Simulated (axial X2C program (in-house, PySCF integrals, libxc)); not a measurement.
# BiNa⁺: bond curves with and without spin–orbit coupling

What are the state, bond length, wavenumber and bond energy of BiNa⁺, and what does spin–orbit coupling change?

Program: an in-house X2C program for linear molecules on PySCF integrals. Level of theory: all-electron X2C, Bi dyall-cv3z, Na dyall-cv3z. These are calculated values, not measurements.

### 1 The job

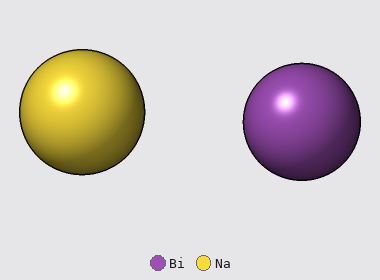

The two atoms at 3.060 Å (bismuth purple, sodium yellow).

task.json

```json
{"zs": [83, 11], "q": 1, "bas": ["dyall-cv3z", "dyall-cv3z"], "levels": ["PBE0", "HF", "PBE50"], "cc": true, "r0": 3.06, "thr": -1.0, "nmax": 90, "npts": 10, "nst": 2, "ntry": 6}
```

Keys: zs atomic numbers; q charge; bas basis sets; levels methods (HF also brings MP2); cc coupled cluster on or off; r0 starting distance in Å; thr threshold in hartree for freezing inner shells (an s shell follows its p shell); nmax most natural virtual spinors; npts points asked for on the curve; nst determinants followed; ntry starts of the search.

The run is started by

```bash
$ python so2c.py task.json out
```

Spin-free means the one-electron spin-free X2C Hamiltonian; two-component (2c) means X2C with spin–orbit coupling and atomic mean-field two-electron Coulomb and Gaunt terms. Basis: Bi dyall-cv3z contracted to [12s14p10d6f1g], Na dyall-cv3z contracted to [9s8p5d2f]; Gaussian nuclei, density fitting. Masses: Bi 208.980 u, Na 22.990 u.

Notation: σ, π±, δ± give the projection m of an orbital's angular momentum (0, ±1, ±2), α and β its spin, Λ and M_S the sums; ω is the projection of a spinor's total angular momentum and Ω the sum. Logs are in hartree.

The results follow Hamiltonian by Hamiltonian and level by level.

### 2 State search with PBE0

PBE0 moves the distance from 3.060 Å to 3.339 Å and compares determinants there.

Spin-free determinants:

```
ΔE (eV)             state                          open shells
   0.00  M_S = 3/2, Λ = 0   beyond closed shells: σα, π+α, π-α
   0.58  M_S = 1/2, Λ = 0   beyond closed shells: σβ, π+α, π-α
   0.82  M_S = 1/2, Λ = 1            beyond closed shells: π+α
   1.10  M_S = 1/2, Λ = 0   beyond closed shells: σα, π+β, π-α
   1.10  M_S = 1/2, Λ = 2   beyond closed shells: σα, π+α, π+β
   2.26  M_S = 1/2, Λ = 1  beyond closed shells: π+α, π+β, π-α
   4.22  M_S = 3/2, Λ = 1    beyond closed shells: 2 × σα, π+α
```

Two-component determinants:

```json
{"ΔE (eV)": "0.00", "state": "Ω = 1/2", "open shells": "excess of +ω over −ω: ω = 1/2"}
{"ΔE (eV)": "0.17", "state": "Ω = 3/2", "open shells": "excess of +ω over −ω: ω = 3/2"}
{"ΔE (eV)": "1.42", "state": "Ω = 1/2", "open shells": "excess of +ω over −ω: 2 × ω = -1/2, ω = 3/2"}
{"ΔE (eV)": "1.92", "state": "Ω = 5/2", "open shells": "excess of +ω over −ω: 2 × ω = 1/2, ω = 3/2"}
{"ΔE (eV)": "2.65", "state": "Ω = 1/2", "open shells": "excess of +ω over −ω: ω = 1/2"}
{"ΔE (eV)": "4.80", "state": "Ω = 3/2", "open shells": "excess of +ω over −ω: 3 × ω = 1/2"}
```

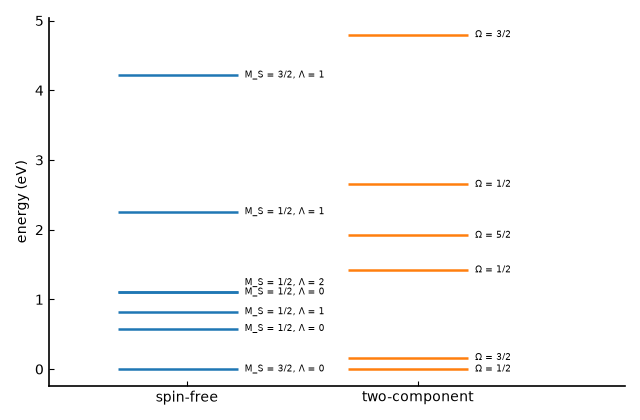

The determinants found, each set from its own lowest.

### 3 PBE0, spin-free

State followed: M_S = 3/2, Λ = 0 (beyond closed shells: σα, π+α, π-α). The scan is laid around 3.339 Å, a first estimate of the minimum, and this SCF restarts from the orbitals of the search.

Output at 3.339 Å:

```text
spin-free X2C-1e  PBE0
basis functions 227  fitting functions 1182  grid points 5087
iter        total energy     max residual
   1     -21697.619793844     1.88e-05
   2     -21697.619793847     1.54e-05
   3     -21697.619793850     1.98e-06
   4     -21697.619793850     5.92e-07
converged
one-electron -29939.62749899  Coulomb 8515.06849414  exact exchange -102.87172540  xc functional -314.88471906  nuclear repulsion 144.69565546
```

Along the bond, energies from the lowest point:

```
R (Å)  E (eV)  μ (D)  HOMO (eV)  LUMO (eV)  iterations
2.905  0.1308   9.22     -10.91      -7.99           9
3.038  0.0554   9.77     -10.77      -7.89           9
3.139  0.0225  10.20     -10.67      -7.81           9
3.239  0.0057  10.64     -10.57      -7.72           9
3.339  0.0000  11.10     -10.48      -7.63           4
3.456  0.0039  11.64     -10.37      -7.52           9
3.573  0.0164  12.19     -10.27      -7.41           9
3.723  0.0393  12.92     -10.14      -7.27           9
3.907  0.0745  13.83      -9.99      -7.10           9
4.174  0.1284  15.21      -9.77      -6.86           9
```

Dipoles are positive if Na is the positive end and refer to the centre of mass.

Outer orbitals at the reference distance:

```csv
symmetry,occupied,ε (eV),atomic character
σα,yes,-33.90,100% Bi d
π+α,yes,-33.87,100% Bi d
π-α,yes,-33.87,100% Bi d
δ+α,yes,-33.82,100% Bi d
δ-α,yes,-33.82,100% Bi d
σβ,yes,-33.57,100% Bi d
π+β,yes,-33.54,100% Bi d
π-β,yes,-33.54,100% Bi d
δ-β,yes,-33.47,100% Bi d
δ+β,yes,-33.47,100% Bi d
σα,yes,-21.14,"90% Bi s, 5% Na p, 3% Na d"
σβ,yes,-18.69,"91% Bi s, 4% Na p, 3% Na d"
σα,yes,-11.13,"81% Bi p, 9% Na s, 6% Na p"
π-α,yes,-10.48,"95% Bi p, 2% Na d"
π+α,yes,-10.48,"95% Bi p, 2% Na d"
σβ,no,-7.63,"70% Bi p, 23% Na s, 5% Na p"
π-β,no,-6.72,"93% Bi p, 4% Na p, 3% Na d"
π+β,no,-6.72,"93% Bi p, 4% Na p, 3% Na d"
σα,no,-5.98,"82% Na s, 8% Bi p, 5% Na p"
```

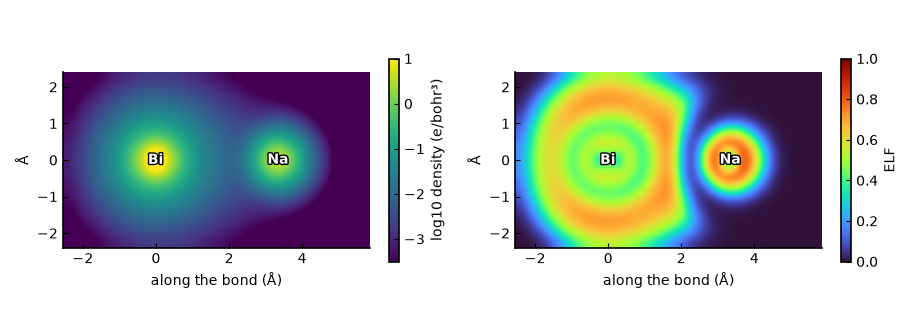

PBE0 fields in a plane through the axis, from a grid of 0.3 Å; Bi lies at z = 0 and Na at z = 3.339 Å; the ELF is damped to zero where the density is low.

Re = 3.349 Å, ωe = 103.5 cm⁻¹, ωexe = 0.827 cm⁻¹, Be = 0.07258 cm⁻¹, De = 0.393 eV, μ = 11.14 D.

### 4 HF, spin-free

Output at 3.339 Å:

```text
spin-free X2C-1e  HF
basis functions 227  fitting functions 1182  grid points 5087
iter        total energy     max residual
   1     -21691.350250988     6.98e-01
   2     -21691.383009677     7.96e-03
   3     -21691.383616280     6.43e-03
   4     -21691.383736798     1.17e-03
   5     -21691.383759282     2.30e-04
   6     -21691.383764411     1.24e-04
   7     -21691.383765675     5.92e-05
   8     -21691.383765885     2.01e-05
   9     -21691.383765905     6.71e-06
  10     -21691.383765908     2.57e-06
  11     -21691.383765908     8.44e-07
converged
one-electron -29940.44571534  Coulomb 8516.01322612  exact exchange -411.64693215  xc functional 0.00000000  nuclear repulsion 144.69565546
```

Re = 3.450 Å, ωe = 95.2 cm⁻¹, ωexe = 0.879 cm⁻¹, Be = 0.06838 cm⁻¹, De = 0.301 eV, μ = 12.02 D.

### 5 PBE50, spin-free

The SCF at the reference distance of 3.339 Å:

```text
spin-free X2C-1e  PBE50
basis functions 227  fitting functions 1182  grid points 5087
iter        total energy     max residual
   1     -21697.338342389     2.35e-01
   2     -21697.342566620     5.90e-03
   3     -21697.342607683     6.15e-03
   4     -21697.342724836     1.67e-04
   5     -21697.342726002     6.09e-05
   6     -21697.342726216     2.64e-05
   7     -21697.342726260     8.48e-06
   8     -21697.342726265     4.51e-06
   9     -21697.342726266     8.90e-07
converged
one-electron -29940.98138036  Coulomb 8516.48433161  exact exchange -205.78410320  xc functional -211.75722977  nuclear repulsion 144.69565546
```

Re = 3.340 Å, ωe = 104.1 cm⁻¹, ωexe = 0.903 cm⁻¹, Be = 0.07298 cm⁻¹, De = 0.363 eV, μ = 11.31 D.

### 6 MP2 and beyond, spin-free

Correlated methods: 5 electrons correlated (frozen shells, counted by type: Bi 5 s, 4 p, 3 d, 1 f; Na 2 s, 1 p), 271 virtual spinors in MP2, 57 natural virtuals in coupled cluster.

Output of the correlated part at 3.339 Å:

```text
correlated 5  virtual 271  natural virtual 57  E(MP2) -0.052321584  MP2 remainder -0.001273762
iter   CCSD correlation   residual
   1     -0.059162605   6.41e-02
   2     -0.061216077   1.67e-02
   3     -0.061276458   2.53e-03
   4     -0.061276862   4.16e-04
   5     -0.061275798   5.99e-05
   6     -0.061276364   1.36e-05
   7     -0.061276234   3.18e-06
   8     -0.061276256   5.00e-07
   9     -0.061276255   1.28e-07
(T) -0.001747958  T1 0.0067  D1 0.0110  max T2 0.059
```

T1 in the output is the amplitude norm over the root of the electron number; divide by √2 for the Lee–Taylor value.

MP2: Re = 3.441 Å, ωe = 95.8 cm⁻¹, Be = 0.06875 cm⁻¹, De = 0.304 eV.

CCSD: Re = 3.439 Å, ωe = 96.1 cm⁻¹, ωexe = 0.902 cm⁻¹, Be = 0.06881 cm⁻¹, De = 0.306 eV. T1 at Re = 0.005 (Lee–Taylor, the printed value over √2).

CCSD(T): Re = 3.439 Å, ωe = 96.2 cm⁻¹, ωexe = 0.903 cm⁻¹, Be = 0.06882 cm⁻¹, De = 0.306 eV. T1 at Re = 0.005 (Lee–Taylor, the printed value over √2).

### 7 A higher determinant, spin-free

State: M_S = 1/2, Λ = 0 (beyond closed shells: σβ, π+α, π-α).

Output at the reference distance:

```text
spin-free X2C-1e  PBE0
basis functions 227  fitting functions 1182  grid points 5087
iter        total energy     max residual
   1     -21697.598437640     7.33e-06
   2     -21697.598437644     7.89e-06
   3     -21697.598437645     1.33e-06
converged
one-electron -29939.18473328  Coulomb 8514.62259528  exact exchange -102.86315469  xc functional -314.86880042  nuclear repulsion 144.69565546
```

```
R (Å)  E above the lowest PBE0 point (eV)
2.905                               0.751
3.038                               0.661
3.139                               0.618
3.239                               0.593
3.339                               0.581
3.456                               0.579
3.573                               0.587
3.723                               0.606
3.907                               0.639
```

No constants are quoted: fits of two degrees disagree.

### 8 The spin-free curves together

Energy (eV) of the followed determinant, spin-free, from each level's lowest point:

```
R (Å)   PBE0     HF    MP2   CCSD  CCSD(T)  PBE50
2.905  0.131  0.187  0.182    n/a      n/a  0.126
3.038  0.055  0.091  0.088  0.088    0.088  0.052
3.139  0.022  0.047  0.044  0.044    0.044  0.021
3.239  0.006  0.019  0.018  0.017    0.017  0.005
3.339  0.000  0.005  0.004  0.004    0.004  0.000
3.456  0.004  0.000  0.000  0.000    0.000  0.005
3.573  0.016  0.005  0.005  0.005    0.005  0.018
3.723  0.039  0.019  0.021  0.021    0.021  0.041
3.907  0.074  0.046  0.047    n/a      n/a  0.076
4.174  0.128  0.089  0.091    n/a      n/a  0.128
```

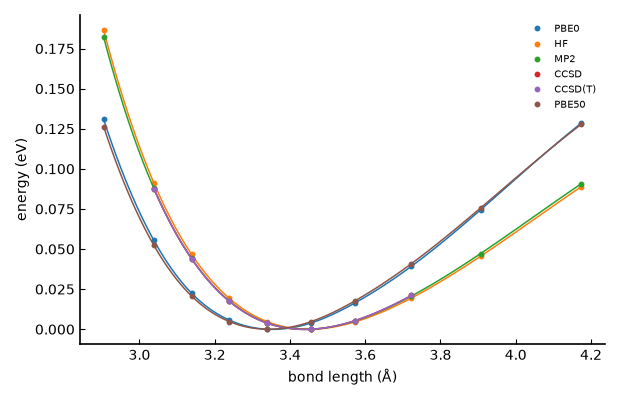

Curves of the followed state, spin-free, each from its own lowest point.

### 9 PBE0, 2c

State followed: Ω = 1/2 (excess of +ω over −ω: ω = 1/2). The scan is laid around 3.339 Å, a first estimate of the minimum, and this SCF restarts from the orbitals of the search.

Output at 3.339 Å:

```text
two-component X2C + atomic mean field  PBE0
basis functions 227  fitting functions 1182  grid points 5087
iter        total energy     max residual
   1     -21705.166725238     1.03e-05
   2     -21705.166725250     1.20e-05
   3     -21705.166725254     2.95e-06
   4     -21705.166725255     2.14e-06
converged
one-electron -29924.81227293  Coulomb 8513.87336515  exact exchange -102.85885459  xc functional -314.96007053  nuclear repulsion 144.69565546  atomic mean-field constant -21.10454781
```

Along the bond, energies from the lowest point:

```
R (Å)  E (eV)  μ (D)  HOMO (eV)  LUMO (eV)  iterations
2.905  0.1367   8.80      -9.95      -7.74          10
3.038  0.0550   9.25      -9.83      -7.64           9
3.139  0.0204   9.61      -9.75      -7.56           9
3.239  0.0039   9.97      -9.66      -7.48          10
3.339  0.0000  10.34      -9.57      -7.40           4
3.456  0.0075  10.78      -9.46      -7.31          10
3.573  0.0248  11.24      -9.36      -7.22          10
3.723  0.0553  11.84      -9.22      -7.11          10
3.907  0.1014  12.59      -9.06      -6.97          11
4.174  0.1735  13.72      -8.83      -6.78          11
```

Dipoles are positive if Na is the positive end and refer to the centre of mass.

Outer spinors at the reference distance:

```tsv
ω	occupied	ε (eV)	atomic character	λ mixture
3/2	yes	-35.25	100% Bi d	82% δ, 18% π
-3/2	yes	-35.22	100% Bi d	81% δ, 19% π
-1/2	yes	-35.14	100% Bi d	61% π, 39% σ
1/2	yes	-35.14	100% Bi d	60% π, 40% σ
-5/2	yes	-32.25	100% Bi d	100% δ
5/2	yes	-32.21	100% Bi d	100% δ
3/2	yes	-32.20	100% Bi d	82% π, 18% δ
1/2	yes	-32.15	100% Bi d	60% σ, 40% π
-3/2	yes	-32.13	100% Bi d	81% π, 19% δ
-1/2	yes	-32.11	100% Bi d	61% σ, 39% π
1/2	yes	-19.83	90% Bi s, 5% Na p, 3% Na d	100% σ
-1/2	yes	-19.77	91% Bi s, 4% Na p, 3% Na d	100% σ
1/2	yes	-11.23	91% Bi p, 3% Na s, 3% Na p	53% π, 47% σ
-1/2	yes	-11.02	93% Bi p, 3% Na p, 2% Na s	62% π, 38% σ
1/2	yes	-9.57	81% Bi p, 11% Na s, 5% Na p	54% σ, 46% π
-1/2	no	-7.40	75% Bi p, 18% Na s, 4% Na p	65% σ, 35% π
-3/2	no	-7.29	93% Bi p, 4% Na p, 3% Na d	100% π
3/2	no	-7.16	91% Bi p, 5% Na p, 4% Na d	100% π
1/2	no	-5.75	77% Na s, 11% Bi p, 8% Na p	99% σ, 1% π
```

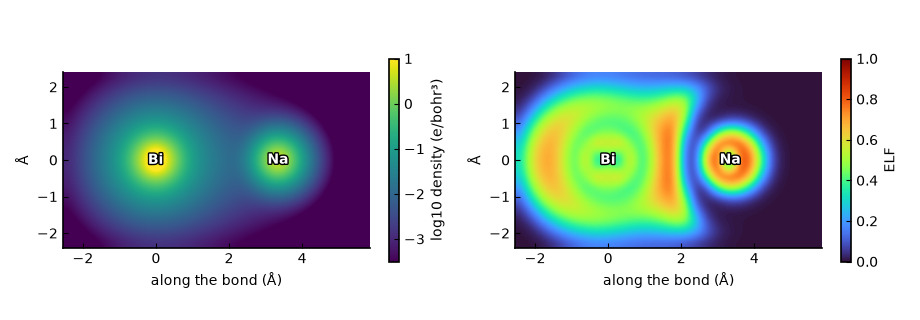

PBE0 fields in a plane through the axis, from a grid of 0.3 Å; Bi lies at z = 0 and Na at z = 3.339 Å; the ELF is damped to zero where the density is low.

Re = 3.323 Å, ωe = 115.2 cm⁻¹, ωexe = 0.744 cm⁻¹, Be = 0.07372 cm⁻¹, De = 0.456 eV, μ = 10.28 D.

### 10 HF, 2c

The SCF at the reference distance of 3.339 Å:

```text
two-component X2C + atomic mean field  HF
basis functions 227  fitting functions 1182  grid points 5087
iter        total energy     max residual
   1     -21698.783218509     8.25e-01
   2     -21698.817171232     7.85e-03
   3     -21698.818042879     6.23e-03
   4     -21698.818212672     1.28e-03
   5     -21698.818272896     3.60e-04
   6     -21698.818295553     2.09e-04
   7     -21698.818301640     1.58e-04
   8     -21698.818303254     1.10e-04
   9     -21698.818303922     6.90e-05
  10     -21698.818304157     4.09e-05
  11     -21698.818304279     1.94e-05
  12     -21698.818304323     2.92e-06
  13     -21698.818304324     7.47e-07
converged
one-electron -29925.65502941  Coulomb 8514.84162274  exact exchange -411.59600530  xc functional 0.00000000  nuclear repulsion 144.69565546  atomic mean-field constant -21.10454781
```

Re = 3.396 Å, ωe = 110.3 cm⁻¹, ωexe = 0.691 cm⁻¹, Be = 0.07059 cm⁻¹, De = 0.130 eV, μ = 11.25 D.

### 11 PBE50, 2c

Output at 3.339 Å:

```text
two-component X2C + atomic mean field  PBE50
basis functions 227  fitting functions 1182  grid points 5087
iter        total energy     max residual
   1     -21704.849928918     2.76e-01
   2     -21704.854331677     5.98e-03
   3     -21704.854394114     6.22e-03
   4     -21704.854519861     1.71e-04
   5     -21704.854523247     7.02e-05
   6     -21704.854524053     3.31e-05
   7     -21704.854524276     1.51e-05
   8     -21704.854524311     9.05e-06
   9     -21704.854524315     5.20e-06
  10     -21704.854524317     3.15e-06
converged
one-electron -29926.19613931  Coulomb 8515.31819069  exact exchange -205.75830641  xc functional -211.80937694  nuclear repulsion 144.69565546  atomic mean-field constant -21.10454781
```

Re = 3.301 Å, ωe = 118.9 cm⁻¹, ωexe = 0.765 cm⁻¹, Be = 0.07471 cm⁻¹, De = 0.404 eV, μ = 10.54 D.

### 12 MP2 and beyond, 2c

Correlated methods: 5 electrons correlated (frozen shells, counted by type: Bi 5 s, 4 p, 3 d, 1 f; Na 2 s, 1 p), 271 virtual spinors in MP2, 63 natural virtuals in coupled cluster.

Output of the correlated part at 3.339 Å:

```text
correlated 5  virtual 271  natural virtual 63  E(MP2) -0.058461253  MP2 remainder -0.001544373
iter   CCSD correlation   residual
   1     -0.067609508   9.71e-02
   2     -0.072191679   4.91e-02
   3     -0.073065433   2.52e-02
   4     -0.073305175   1.07e-02
   5     -0.073291430   4.37e-03
   6     -0.073361272   2.28e-03
   7     -0.073343333   7.71e-04
   8     -0.073347404   3.05e-04
   9     -0.073347679   1.74e-04
  10     -0.073347470   8.85e-05
  11     -0.073347078   2.95e-05
  12     -0.073347220   1.29e-05
  13     -0.073347246   5.84e-06
  14     -0.073347225   2.13e-06
  15     -0.073347224   1.09e-06
(T) -0.002120734  T1 0.0134  D1 0.0210  max T2 0.122
```

MP2: Re = 3.392 Å, ωe = 110.2 cm⁻¹, Be = 0.07075 cm⁻¹, De = 0.261 eV.

CCSD: Re = 3.391 Å, ωe = 109.6 cm⁻¹, ωexe = 0.741 cm⁻¹, Be = 0.07078 cm⁻¹, De = 0.382 eV. T1 at Re = 0.010 (Lee–Taylor, the printed value over √2).

CCSD(T): Re = 3.392 Å, ωe = 109.3 cm⁻¹, ωexe = 0.745 cm⁻¹, Be = 0.07074 cm⁻¹, De = 0.394 eV. T1 at Re = 0.010 (Lee–Taylor, the printed value over √2).

### 13 A higher determinant, 2c

State: Ω = 3/2 (excess of +ω over −ω: ω = 3/2).

Output at the reference distance:

```text
two-component X2C + atomic mean field  PBE0
basis functions 227  fitting functions 1182  grid points 5087
iter        total energy     max residual
   1     -21705.160654066     3.84e-06
   2     -21705.160654067     2.87e-06
converged
one-electron -29924.90789202  Coulomb 8513.99670741  exact exchange -102.86649637  xc functional -314.97408074  nuclear repulsion 144.69565546  atomic mean-field constant -21.10454781
```

```
R (Å)  E above the lowest PBE0 point (eV)
2.905                               0.274
3.038                               0.208
3.139                               0.180
3.239                               0.168
3.339                               0.165
3.456                               0.171
3.573                               0.184
3.723                               0.206
3.907                               0.238
```

Re = 3.318 Å, ωe = 101.6 cm⁻¹, ωexe = 1.07 cm⁻¹, Be = 0.07394 cm⁻¹, μ = 11.26 D. Te = 0.17 eV.

### 14 The 2c curves together

Energy (eV) of the followed determinant, 2c, from each level's lowest point:

```
R (Å)   PBE0     HF    MP2   CCSD  CCSD(T)  PBE50
2.905  0.137  0.184  0.181    n/a      n/a  0.127
3.038  0.055  0.083  0.082  0.081    0.081  0.048
3.139  0.020  0.038  0.037  0.036    0.036  0.016
3.239  0.004  0.012  0.011  0.011    0.011  0.002
3.339  0.000  0.000  0.000  0.000    0.000  0.000
3.456  0.007  0.000  0.000  0.001    0.000  0.010
3.573  0.025  0.011  0.011  0.011    0.011  0.030
3.723  0.055  0.035  0.036  0.036    0.035  0.064
3.907  0.101  0.075  0.075    n/a      n/a  0.113
4.174  0.173  0.140  0.139    n/a      n/a  0.189
```

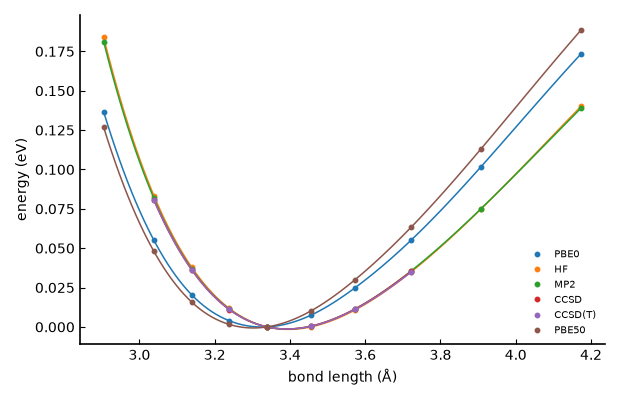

Curves of the followed state, 2c, each from its own lowest point.

Time for the job: 2.2 min (1 thread, shared host).

### 15 Results

Lowest determinant that the search found at its distance, spin-free: M_S = 3/2, Λ = 0 (beyond closed shells: σα, π+α, π-α).

Lowest determinant that the search found at its distance, 2c: Ω = 1/2 (excess of +ω over −ω: ω = 1/2).

```csv
Hamiltonian,level,Re (Å),ωe (cm⁻¹),De (eV),μ (D)
spin-free,PBE0,3.349,103.5,0.393,11.14
spin-free,HF,3.450,95.2,0.301,12.02
spin-free,MP2,3.441,95.8,0.304,n/a
spin-free,CCSD,3.439,96.1,0.306,n/a
spin-free,CCSD(T),3.439,96.2,0.306,n/a
spin-free,PBE50,3.340,104.1,0.363,11.31
2c,PBE0,3.323,115.2,0.456,10.28
2c,HF,3.396,110.3,0.130,11.25
2c,MP2,3.392,110.2,0.261,n/a
2c,CCSD,3.391,109.6,0.382,n/a
2c,CCSD(T),3.392,109.3,0.394,n/a
2c,PBE50,3.301,118.9,0.404,10.54
```

Dipoles are positive if Na is the positive end and refer to the centre of mass.

Time per point (s) on 1 thread, shared host (2c runs; CCSD comes with the CCSD(T) run); the times are rough: PBE0 0.99, HF 1, MP2 1.1, CCSD(T) 2, PBE50 1.1.

**Reading.** At CCSD(T), going from spin-free to two-component changes Re by -47 mÅ, ωe by +13.6 %; at least one of these shifts is too large to ignore. It costs about 2 times the time. De moves by +0.09 eV; both De rest on single-determinant atoms, which can miss part of an open shell's spin–orbit lowering.

De refers to Bi + Na+, each in the lowest determinant found, which need not be this curve's own limit. Each curve is one determinant whose occupation by symmetry is held fixed; it was picked as the lowest of a PBE0 search that is not exhaustive. Dissociation energies refer to the lowest single-determinant-based atoms at the same level and basis. Density functionals use the spin component along the axis (collinear). Coupled cluster ran in a truncated set of natural virtual spinors; the MP2 energy of the rest was added. With several unpaired electrons one determinant need not be a pure state. With the outer-core shells frozen, correlated bond lengths of heavy atoms tend to come out a few hundredths of an ångström too long.
